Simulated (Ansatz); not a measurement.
Electronic density of states of amorphous Si24O49Ca, density 2.23 g/cm³, on a 2×2×2 Γ-centred mesh with a Gaussian width of 0.1 eV; energies count from the Fermi level, whose place inside the gap is arbitrary. Cell and mesh are small, so fine structure isn't converged. Computed with PBE, scalar-relativistic without spin-orbit coupling (plane waves to 420 eV, PAW; Ansatz, a program for electronic structure). Sampling: a 2×2×2 Γ-centred mesh; Fermi-Dirac width 0.02 eV; no spin polarisation. At PBE the levels at the filled edge of the gap are localised (band-tail or defect states), and the nearest spread-out levels lie 5.3 eV apart at the zone centre.

A CHGNet melt-quench gave the starting glass, which DFT then relaxed. O atoms were pushed apart under 1.9 Å during the dynamics, to hinder bonds among them. The hot cell started wider than the set density and was brought back towards it in steps. It is the lowest in DFT energy of 2 quenches. It is a model cell: composition and starting density were chosen by hand, and all elements were melted together. No dispersion term was used. Its density started from a set value of 2.23 and ended at 2.23 g/cm³. Cooling (nominally 320 K/ps over its main leg) ran many orders faster than in experiment, which tends to leave more defects and strain. A cell of this size samples the disorder only roughly. The volume was held where the preparation left it, at a PBE pressure of -1.7 GPa (tension). Stress components on the final sampling reach 2.4 GPa.

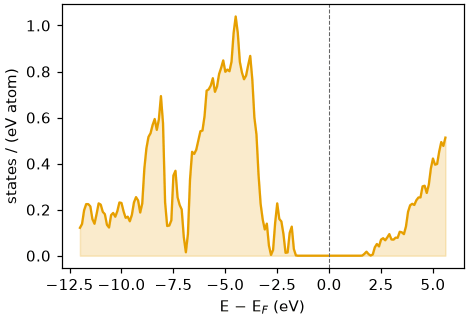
Figure: Density of states per atom

The level gap on this mesh is 3.63 eV; the broadening fills part of it in the curve.
